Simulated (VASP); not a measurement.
Band structure of CdSe (zinc blende). Calculation: PBE GGA, VASP's PBE PAW potentials (set 64) (plane waves; VASP 6.6.1).

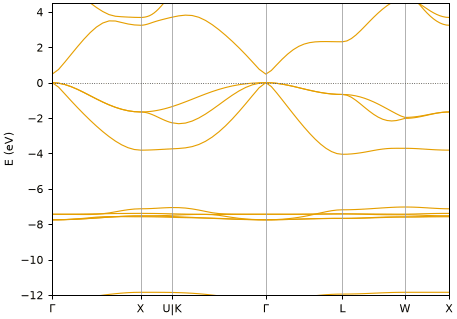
Figure. Bands along high-symmetry lines, zero at the valence-band maximum or, without a gap, the Fermi level

Question: Read the plot: is there a gap, and where are the band edges?

Answer: The gap is direct, 0.48 eV, from the valence maximum at Γ to the conduction minimum at Γ. (Edges off the drawn lines would not show.)

The compound is CdSe in the zinc blende structure, whereas wurtzite is the usual form. It was relaxed first, which changed the volume by +8 %.
